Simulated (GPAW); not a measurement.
Cost against accuracy: ecut for LaMnCuGe2 (I-4m2, 5 atoms in the cell)

```xyz
5
Lattice="-2.1504 2.1504 5.4137 2.1504 -2.1504 5.4137 2.1504 2.1504 -5.4137" Properties=species:S:1:pos:R:3 pbc="T T T"
La     0.0000     0.0000     0.0000
Mn     2.1504     0.0000     2.7069
Cu     0.0000     2.1504     2.7069
Ge     0.0000     0.0000     6.7448
Ge     0.0000     0.0000     4.0826
```
Moments meant for the start (each program seeds them in its own way; μB, in the order of the atoms La Mn Cu Ge Ge): 0.0 4.0 0.0 0.0 0.0.

Level of theory: LDA (Perdew-Wang 92), GPAW PAW datasets LDA (gpaw-data 1.0.1) (plane waves; GPAW 25.7.0).

Base settings: spinpol = true; mode = pw; ecut = 800 eV; xc = LDA; kpts = 7 7 7; mesh shift (steps) = 0 0 0; occupations.name = marzari-vanderbilt; occupations.width = 0.1 eV; nbands = -13; convergence.forces = 0.001 eV/Å.

Misses are taken against the tightest run, 920 eV, which need not be fully converged itself. The energy is the free energy per atom.

The count of work is k-points × plane waves × bands × iterations; it is no time, and leaves out set-up, grids and terms that scale otherwise. Core times come from one kind of shared machine and are given to one figure; runs under 30 s give none.

The starting cell comes from a database of computed structures (which also holds hypothetical and non-ambient phases and stackings), without a prior relaxation at this level. Its lattice was rescaled by a random factor within 2.5 % of one. With one magnetic atom in the cell only a parallel order is possible. In the base run, with a pressure of about -11 GPa the cell is away from its equilibrium volume at this level.

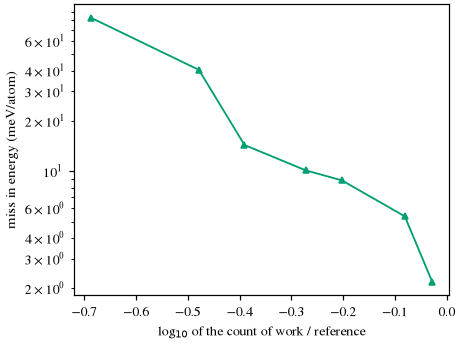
Fig. 1. Miss against the count of work; the reference run is not drawn, and misses under 0.1 meV/atom are drawn there.

| ecut | energy less reference (meV/atom) | pressure less reference (GPa) | count of work / reference | core time / reference (rough) |
|---|---|---|---|---|
| 320 eV | 82.90 | -0.79 | 0.21 | 0.2 |
| 400 eV | 40.38 | -1.08 | 0.33 | 0.2 |
| 480 eV | 14.37 | -0.34 | 0.41 | 0.2 |
| 560 eV | 10.14 | 0.02 | 0.53 | 0.5 |
| 640 eV | 8.82 | -0.08 | 0.63 | 0.5 |
| 720 eV | 5.38 | -0.14 | 0.83 | 0.7 |
| 800 eV | 2.18 | -0.09 | 0.94 | 0.4 |
| 920 eV | 0.00 | 0.00 | 1.0 | 1 |

Coarsest setting among those run that, with all tighter ones, holds the energy within 20 meV/atom of the reference: 480 eV, off by 14 meV/atom; it needs 0.41 of the reference's count of work and about 0.2 of the reference's time.

The step from 400 eV to 720 eV: it takes the miss in the energy from 40 to 5.4 meV/atom, for 2.5 times the count of work and roughly 3 times the time.
